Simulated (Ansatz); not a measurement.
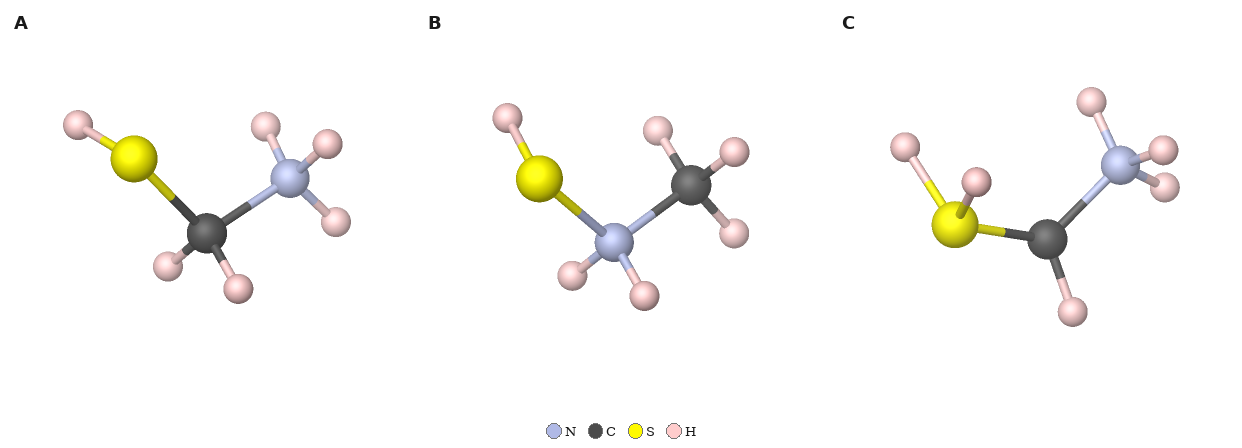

3 stationary structures of one formula. The species has charge +1 and is a spin singlet. Geometries: PBE0-D4/def2-TZVP. Electronic energies: RHF-CCSD(T) (frozen core)/def2-TZVPP (Ansatz 0.2.0), without zero-point energy. No frequency run is at hand to confirm each as a minimum. Each is one conformer, not always the lowest.

> Which is lowest in energy, and by how much?

A is lowest; B lies 68.9 kJ/mol above it, C lies 249.0 kJ/mol above it.
